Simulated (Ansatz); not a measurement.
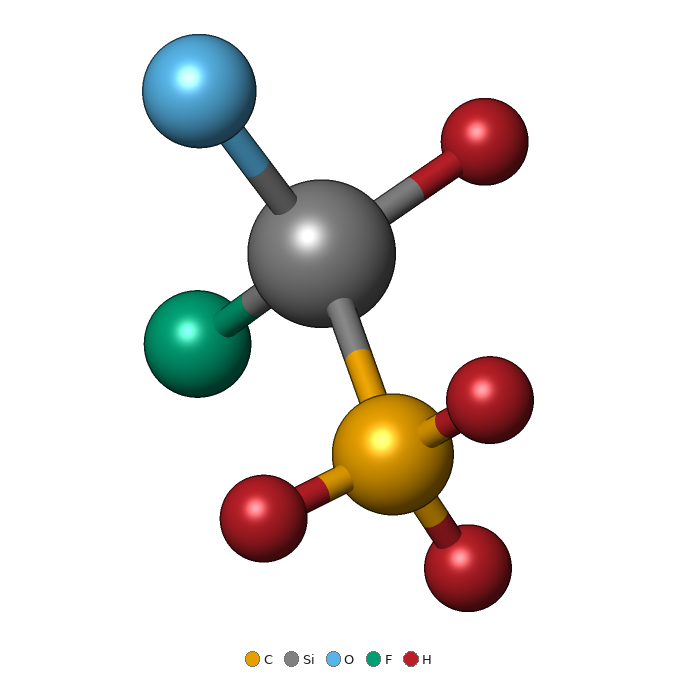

The picture comes from a calculation with Ansatz.

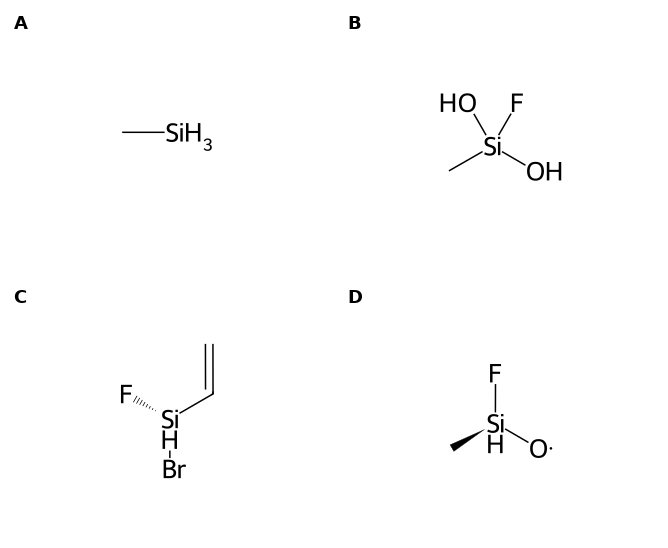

> Which structural formula matches the 3D model?

D, `C[Si@H]([O])F`.
